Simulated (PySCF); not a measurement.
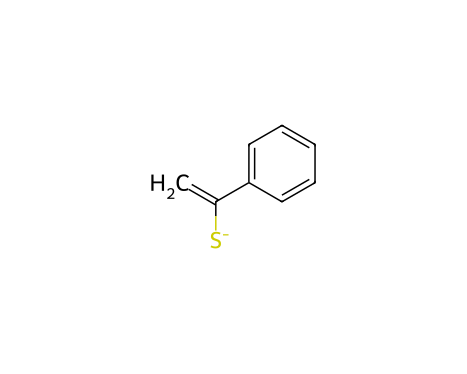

2D structure. State: charge −1, singlet.

Question: Write the SMILES.

Answer: C=C([S-])c1ccccc1

Question: What is the molecular formula?

Answer: C8H7S, charge -1.

Question: An optimisation with GFN2-xTB gave a structure of which point group?

Answer: Cs. Other conformers may differ.

The parts below concern this one geometry. Atoms keep their numbers from picture to picture. The geometry was computed by an optimisation with GFN2-xTB. No frequency run is at hand to confirm it as a minimum.

Shape

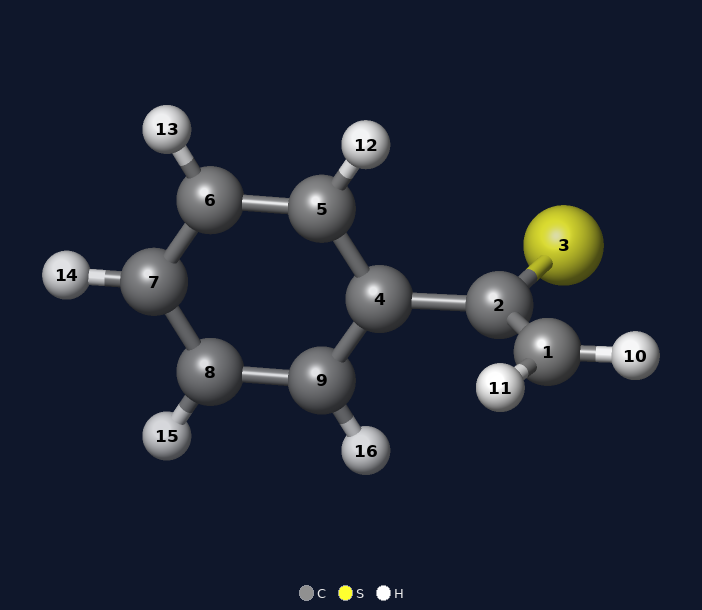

Numbered structure. No frequency run is at hand to confirm it as a minimum.

List the bonds and their lengths.

```csv
bond,length (Å),order
C1–C2,1.340,double
C1–H10,1.078,single
C1–H11,1.082,single
C2–S3,1.719,single
C2–C4,1.476,single
C4–C5,1.395,aromatic
C4–C9,1.395,aromatic
C5–C6,1.381,aromatic
C5–H12,1.082,single
C6–C7,1.386,aromatic
C6–H13,1.084,single
C7–C8,1.386,aromatic
C7–H14,1.083,single
C8–C9,1.381,aromatic
C8–H15,1.084,single
C9–H16,1.082,single
```

NMR shielding

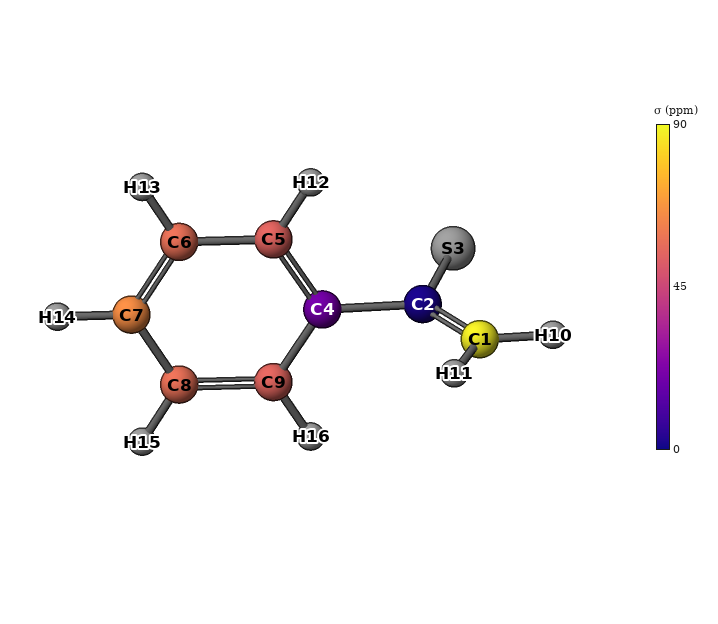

Atoms are coloured by their isotropic NMR shieldings (C only, the others grey). No frequency run is at hand to confirm it as a minimum. Level of theory: GIAO PBE0/pcSseg-1 NMR shielding, non-relativistic, gas phase (PySCF 2.14.0).

Question: Which C atom is the most shielded (lowest chemical shift)?

Answer: C1 (87.6 ppm).

Question: Which C atom is the least shielded (highest chemical shift)?

Answer: C2 (1.8 ppm).

Question: How wide is the range of C shifts?

Answer: 85.8 ppm.

List the isotropic NMR shieldings of the C atoms.

| atom | σ (ppm) |
| --- | --- |
| C1 | 87.6 |
| C2 | 1.8 |
| C4 | 20.6 |
| C5 | 54.5 |
| C6 | 57.7 |
| C7 | 65.5 |
| C8 | 57.8 |
| C9 | 54.6 |

Electronic properties

No frequency run is at hand to confirm it as a minimum. Level of theory: PBE0/pcSseg-1, gas phase (PySCF 2.14.0).

Question: Estimate the HOMO energy (Kohn–Sham orbital).

Answer: −0.33 eV.

Charges

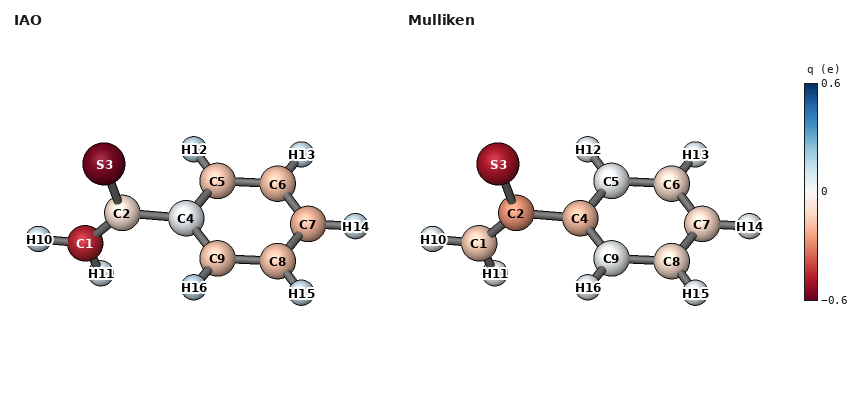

Atomic charges of one calculation by 2 schemes, on one colour scale. No frequency run is at hand to confirm it as a minimum. Level of theory: PBE0/pcSseg-1 (PySCF 2.14.0).

Question: Which scheme gives the most polar picture (largest mean size of the charges)?

Answer: The IAO charges are the largest in size here.

Question: On which atom do the schemes disagree most?

Answer: On C1 (from −0.46 to −0.15 e).

List the charges (e), one line for each set of equivalent atoms.

```csv
atom,IAO,Mulliken
C1,−0.46,−0.15
C2,−0.08,−0.26
S3,−0.56,−0.48
C4,0.04,−0.19
"C5, C9",−0.16,0.02
"C6, C8",−0.17,−0.10
C7,−0.19,−0.11
H10,0.13,0.06
H11,0.11,0.04
"H12, H16",0.15,0.04
"H13, H15",0.13,0.06
H14,0.12,0.05
```

Mulliken values depend strongly on the basis set and can even reverse the polarity of a bond.
